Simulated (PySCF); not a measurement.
CH$_{12}$Si$_{4}$ (SMILES C[SiH2][SiH]([SiH3])[SiH3])

```yaml
atoms:
  - { symbol: C, position_ang: [2.2972, -1.6571, -0.1386] }
  - { symbol: Si, position_ang: [1.6461, 0.1035, -0.2984] }
  - { symbol: Si, position_ang: [-0.4706, 0.3186, 0.6912] }
  - { symbol: Si, position_ang: [-1.9481, -1.1664, -0.3612] }
  - { symbol: Si, position_ang: [-1.2755, 2.5027, 0.4202] }
  - { symbol: H, position_ang: [1.6050, -2.3736, -0.6068] }
  - { symbol: H, position_ang: [2.4072, -1.9325, 0.9214] }
  - { symbol: H, position_ang: [3.2793, -1.7574, -0.6257] }
  - { symbol: H, position_ang: [2.5944, 1.0757, 0.3333] }
  - { symbol: H, position_ang: [1.5030, 0.4823, -1.7411] }
  - { symbol: H, position_ang: [-0.3959, -0.0152, 2.1525] }
  - { symbol: H, position_ang: [-3.3133, -1.1053, 0.2463] }
  - { symbol: H, position_ang: [-1.4456, -2.5733, -0.2643] }
  - { symbol: H, position_ang: [-2.0512, -0.8024, -1.8091] }
  - { symbol: H, position_ang: [-1.3627, 2.8038, -1.0429] }
  - { symbol: H, position_ang: [-2.6379, 2.6514, 1.0199] }
  - { symbol: H, position_ang: [-0.3583, 3.4963, 1.0593] }
```

Geometry: PBE0-D3(BJ)/def2-SVP.

Theory: PBE0/pcSseg-1, SCF density, gas phase, non-relativistic (PySCF 2.14.0).

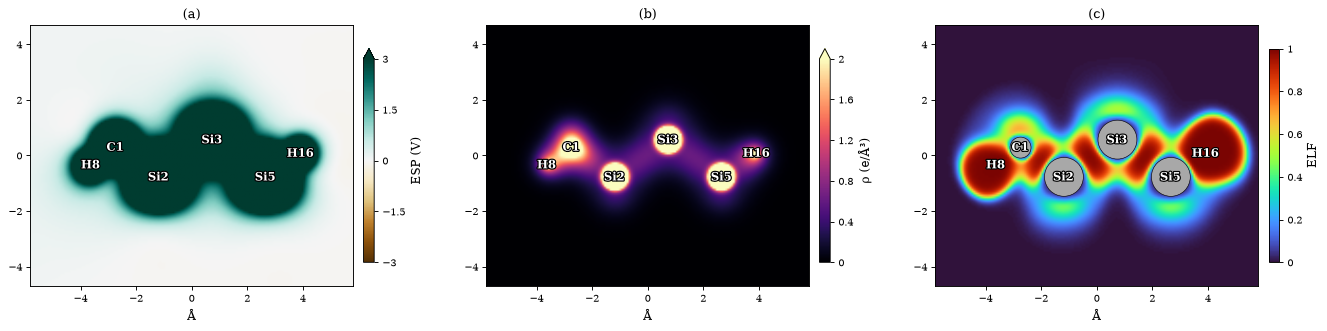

Figure 1. (a) molecular electrostatic potential; (b) electron density; (c) electron localisation function on the plane of atoms Si2, Si3 and Si5. Grey discs cover the atomic cores in the ELF map.

**Interpret the plot.**

The section cuts through C, Si and H sites. C–Si (1.88 Å): the density is about 0.93 e/Å³ at the midpoint; the ELF peaks at about 0.95 between the atoms (localised, covalent bonding). Si–Si (2.34 Å): ρ is about 0.62 e/Å³ halfway; the ELF peaks at about 1 between the atoms, as expected for a shared electron pair. C–H (1.10 Å): the density is about 1.9 e/Å³ at the midpoint; the ELF climbs to about 1 towards the hydrogen, as it does in any bond to H; an ordinary covalent bond to hydrogen. Si–H (1.50 Å): ρ at the midpoint is about 0.77 e/Å³; the ELF climbs to about 1 towards the hydrogen. The potential has no marked negative region in this plane.

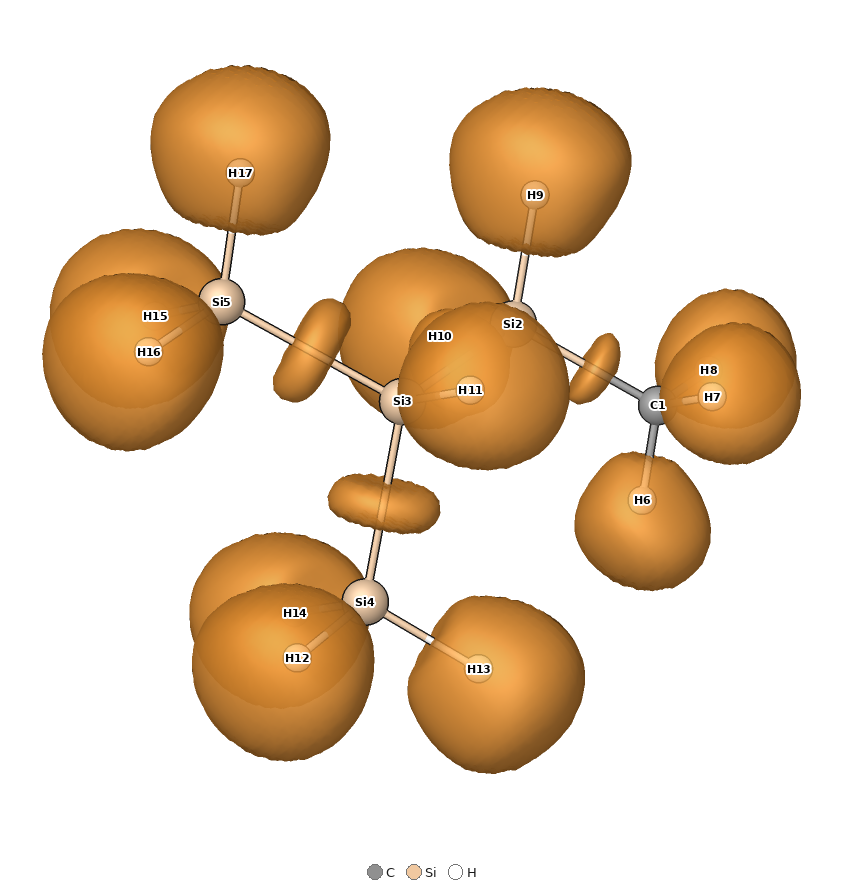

Figure 2. Isosurface of the ELF at 0.9 (orange), seen at a tilt. Only the valence region is drawn (cores and ρ < 0.01 e/Å³ removed).

**Where are the electrons localised?**

At this value the surface marks out one region between bonded C–Si atoms (shared pairs), three regions between bonded Si–Si atoms (shared pairs) and twelve regions around hydrogen nuclei.

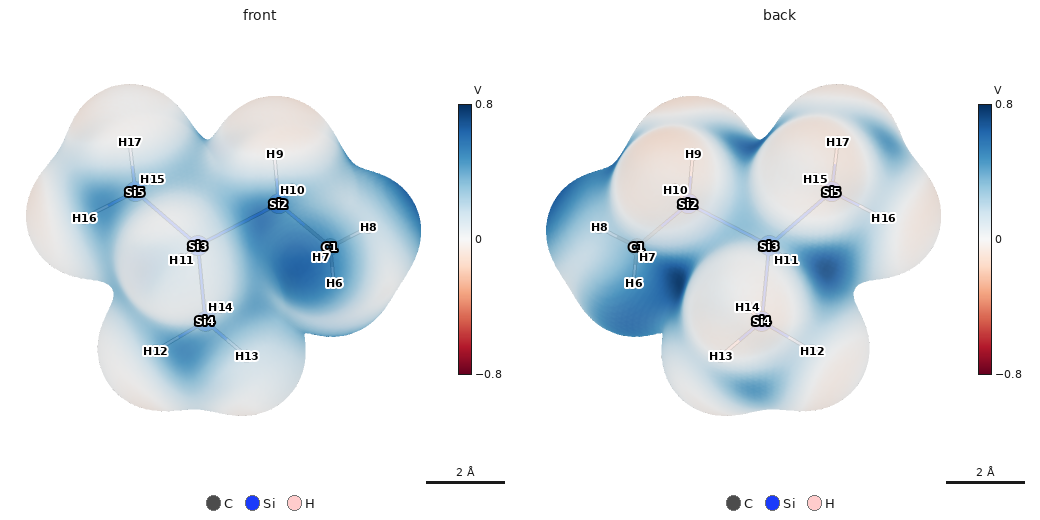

Figure 3. The electrostatic potential painted on the density surface at 0.001 e/bohr³, seen from the front and from behind; the colour scale runs from red (negative) to blue (positive).

**Describe the electrostatic potential map.**

The most negative region (about −0.1 V) lies over the H atoms, the most positive (about +0.7 V) over Si2, Si4, Si5 and H6.

**How polar is the molecule by this calculation?**

Its dipole moment is 0.95 D.
